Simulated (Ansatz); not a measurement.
# CH₄O₃W: small, medium and large basis sets

Aim: see how fast density functionals converge with the basis set for CH₄O₃W.

Computed with Ansatz 0.2.0, Gaussian basis. Level: one geometry, several basis sets.

Levels to be run: PBE0-D4/def2-SVP; ωB97M-V/def2-SVP; PBE0-D4/def2-QZVPP; ωB97M-V/def2-QZVPP; the functionals' def2-TZVPP values are taken from earlier runs.

### 1 The relaxed structure

The geometry comes from an earlier relaxation with PBE0-D4 in a triple-zeta def2 set; it is a stationary point, not always the lowest conformer. W takes the def2 core potential; no spin-orbit term is included.

SMILES `[CH3][W](=[O])(=[O])[OH]`, 9 atoms, charge 0, spin multiplicity 1.

Atoms are counted from 1 here; the program's logs count them from 0.

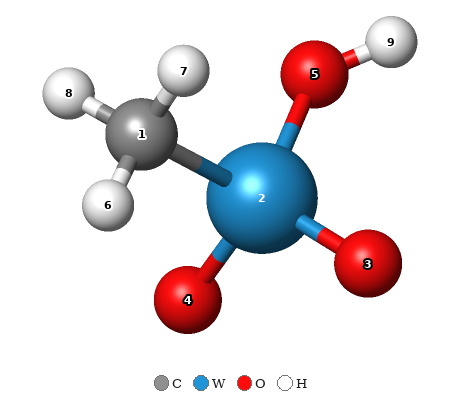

The geometry (carbon grey, tungsten blue, oxygen red, hydrogen white); atoms are numbered from 1 in the order of the file.

### 2 PBE0-D4 in def2-SVP

in.yaml

```yaml
crystal:
  periodic: [false, false, false]
  atoms:
    - {symbol: C, position_ang: [-0.922942, -0.840548, -0.546751]}
    - {symbol: W, position_ang: [0.777159, 0.208584, 0.130434]}
    - {symbol: O, position_ang: [1.437722, -0.755624, 1.369261]}
    - {symbol: O, position_ang: [1.839131, 0.243480, -1.202237]}
    - {symbol: O, position_ang: [0.261173, 1.929508, 0.684063]}
    - {symbol: H, position_ang: [-0.640282, -1.834903, -0.899320]}
    - {symbol: H, position_ang: [-1.644507, -0.949985, 0.267675]}
    - {symbol: H, position_ang: [-1.386099, -0.295410, -1.374063]}
    - {symbol: H, position_ang: [0.278645, 2.294908, 1.570938]}
basis:
  gaussian: {orbitals: def2-SVP}
hamiltonian: {xc: pbe0, dispersion: d4}
output: {orbitals: {seedname: orbitals}}
```

Command:

```
ansatz run in.yaml --threads 4 --pin off --events-out ev --progress --plain --max-ram 10444MiB
```

Output:

```text
Functional definition: PBE0
  name "PBE0"
  cite "Adamo & Barone, J. Chem. Phys. 110, 6158 (1999) doi:10.1063/1.478522"
  cite "Perdew, Burke & Ernzerhof, Phys. Rev. Lett. 77, 3865 (1996) doi:10.1103/PhysRevLett.77.3865"
  parent pbe
  parameter a = 0.25
  parameter kappa = 0.804
  parameter beta = 0.06672455060314922
  exchange = (1 - a)*pbe_x(kappa = kappa, mu = beta*pi^2/3) + a*exact_x
  correlation = pbe_c(beta = beta)
1166 factors; their error is unknown
mean field evaluation 1: about -9039.9125 eV, gradient 1.0e2 eV
mean field evaluation 2: about -8902.1643 eV, gradient 2.8e2 eV
mean field evaluation 4: about -9058.3010 eV, gradient 2.1e1 eV
mean field evaluation 8: about -9059.0905 eV, gradient 4.8e-1 eV
mean field evaluation 16: about -9059.1581 eV, gradient 4.8e-5 eV
mean field -9059.15811937 eV, -332.9179203690 hartree, gradient 4.8e-5 eV, S^2 0.000000; 0 other end points of the search recorded, 0 dependent functions left out
reference -9059.15817009 eV, -332.9179222330 hartree; 24, 24 occupied and 84, 84 virtual orbitals, 1166 factors
Total energy: -9059.32102075 eV, -332.9239068844 hartree
```

It took 0.9 s on 4 threads of Arm Neoverse V2, shared host; peak memory 0.47 GiB.

### 3 ωB97M-V in def2-SVP

Changes to in.yaml since step 2:

```diff
@@ -14,3 +14,3 @@
   gaussian: {orbitals: def2-SVP}
-hamiltonian: {xc: pbe0, dispersion: d4}
+hamiltonian: {xc: {name: wB97M-V}}
 output: {orbitals: {seedname: orbitals}}
```

Same command.

Output, shortened:

```text
Functional definition: wB97M-V
  name "wB97M-V"
  cite "Mardirossian & Head-Gordon, J. Chem. Phys. 144, 214110 (2016) doi:10.1063/1.4952647"
  cite "Becke, J. Chem. Phys. 107, 8554 (1997) doi:10.1063/1.475007"
  cite "Vydrov & Van Voorhis, J. Chem. Phys. 133, 244103 (2010) doi:10.1063/1.3521275"
  # Of w^i u^j: cxij and so on, Table III.
[...]
  gx(w, u) = 1 - cx + cx01*u + cx10*w
  gss(w, u) = css00 + css04*u^4 + css10*w + css20*w^2 + css43*w^4*u^3
  gos(w, u) = cos00 + cos10*w + (cos20 + cos21*u)*w^2 + (cos60 + cos61*u)*w^6
[...]
      + integral(e_c_pw_mod_opposite_spin*gos(b97_w_opposite, b97_u_opposite)) + vv10(b, c)
1141 factors; their error is unknown
251 factors; integrals over basis functions are off by at most 9.7e-5 eV
[...]
mean field -9062.04001682 eV, -333.0238281467 hartree, gradient 5.1e-5 eV, S^2 0.000000; 0 other end points of the search recorded, 0 dependent functions left out
reference -9062.04009616 eV, -333.0238310625 hartree; 24, 24 occupied and 84, 84 virtual orbitals, 1141 factors
Total energy: -9062.04009616 eV, -333.0238310625 hartree
```

Run time: 4.2 s. Hardware: 4 threads of Arm Neoverse V2, shared host; peak memory 0.47 GiB.

### 4 PBE0-D4 in def2-QZVPP

Changes to in.yaml since step 3:

```diff
@@ -13,4 +13,4 @@
 basis:
-  gaussian: {orbitals: def2-SVP}
-hamiltonian: {xc: {name: wB97M-V}}
+  gaussian: {orbitals: "def2-QZVPP.json"}
+hamiltonian: {xc: pbe0, dispersion: d4}
 output: {orbitals: {seedname: orbitals}}
```

Launched as before.

Output:

```text
Functional definition: PBE0
  name "PBE0"
  cite "Adamo & Barone, J. Chem. Phys. 110, 6158 (1999) doi:10.1063/1.478522"
  cite "Perdew, Burke & Ernzerhof, Phys. Rev. Lett. 77, 3865 (1996) doi:10.1103/PhysRevLett.77.3865"
  parent pbe
  parameter a = 0.25
  parameter kappa = 0.804
  parameter beta = 0.06672455060314922
  exchange = (1 - a)*pbe_x(kappa = kappa, mu = beta*pi^2/3) + a*exact_x
  correlation = pbe_c(beta = beta)
1439 factors; their error is unknown
mean field evaluation 1: about -9046.9710 eV, gradient 1.1e2 eV
mean field evaluation 2: about -8897.2560 eV, gradient 3.1e2 eV
mean field evaluation 4: about -9067.5885 eV, gradient 3.0e1 eV
mean field evaluation 8: about -9069.0790 eV, gradient 7.1e-1 eV
mean field evaluation 16: about -9069.0978 eV, gradient 5.8e-4 eV
mean field -9069.09775539 eV, -333.2831952552 hartree, gradient 4.8e-5 eV, S^2 0.000000; 0 other end points of the search recorded, 0 dependent functions left out
reference -9069.09779466 eV, -333.2831966986 hartree; 24, 24 occupied and 405, 405 virtual orbitals, 1439 factors
Total energy: -9069.26064532 eV, -333.2891813500 hartree
```

Run time: 5 s. Hardware: 4 threads of Arm Neoverse V2, shared host; peak memory 1.3 GiB.

### 5 ωB97M-V in def2-QZVPP

Changes to in.yaml since step 4:

```diff
@@ -14,3 +14,3 @@
   gaussian: {orbitals: "def2-QZVPP.json"}
-hamiltonian: {xc: pbe0, dispersion: d4}
+hamiltonian: {xc: {name: wB97M-V}}
 output: {orbitals: {seedname: orbitals}}
```

Launched as before.

Output, shortened:

```text
Functional definition: wB97M-V
  name "wB97M-V"
  cite "Mardirossian & Head-Gordon, J. Chem. Phys. 144, 214110 (2016) doi:10.1063/1.4952647"
  cite "Becke, J. Chem. Phys. 107, 8554 (1997) doi:10.1063/1.475007"
  cite "Vydrov & Van Voorhis, J. Chem. Phys. 133, 244103 (2010) doi:10.1063/1.3521275"
  # Of w^i u^j: cxij and so on, Table III.
[...]
  gx(w, u) = 1 - cx + cx01*u + cx10*w
  gss(w, u) = css00 + css04*u^4 + css10*w + css20*w^2 + css43*w^4*u^3
  gos(w, u) = cos00 + cos10*w + (cos20 + cos21*u)*w^2 + (cos60 + cos61*u)*w^6
[...]
      + integral(e_c_pw_mod_opposite_spin*gos(b97_w_opposite, b97_u_opposite)) + vv10(b, c)
1399 factors; their error is unknown
347 factors; integrals over basis functions are off by at most 8.6e-6 eV
[...]
mean field -9072.25674718 eV, -333.3992860623 hartree, gradient 5.0e-5 eV, S^2 0.000000; 0 other end points of the search recorded, 0 dependent functions left out
reference -9072.25681093 eV, -333.3992884051 hartree; 24, 24 occupied and 405, 405 virtual orbitals, 1399 factors
Total energy: -9072.25681093 eV, -333.3992884051 hartree
```

Run time: 14 s. Hardware: 4 threads of Arm Neoverse V2, shared host; peak memory 1.6 GiB.

### 6 Density functionals: the series

The def2-TZVPP values come from earlier runs at the same geometry.

```
functional       basis  functions  energy (eV)  from the largest (eV)  HOMO (eV)  LUMO (eV)
   PBE0-D4    def2-SVP        108   -9059.3210                  9.940      -8.81      -1.83
   PBE0-D4  def2-TZVPP        236   -9068.8359                  0.425      -8.84      -1.88
   PBE0-D4  def2-QZVPP        429   -9069.2606                  0.000      -8.87      -1.91
   ωB97M-V    def2-SVP        108   -9062.0401                 10.217     -11.20       0.31
   ωB97M-V  def2-TZVPP        236   -9071.8535                  0.403     -11.23       0.26
   ωB97M-V  def2-QZVPP        429   -9072.2568                  0.000     -11.26       0.20
```

### 7 Results

```
                                       quantity           value
PBE0-D4: double and triple zeta above quadruple   9.94, 0.42 eV
ωB97M-V: double and triple zeta above quadruple  10.22, 0.40 eV
```

What this shows: For PBE0-D4 the step from double to triple zeta gains 9.51 eV and the next only 0.42 eV. These are total energies; as a rule much of such shifts cancels in differences, which this series doesn't test.

For PBE0-D4 the largest set took about 6 times as long as the smallest (5 s against 0.9 s).
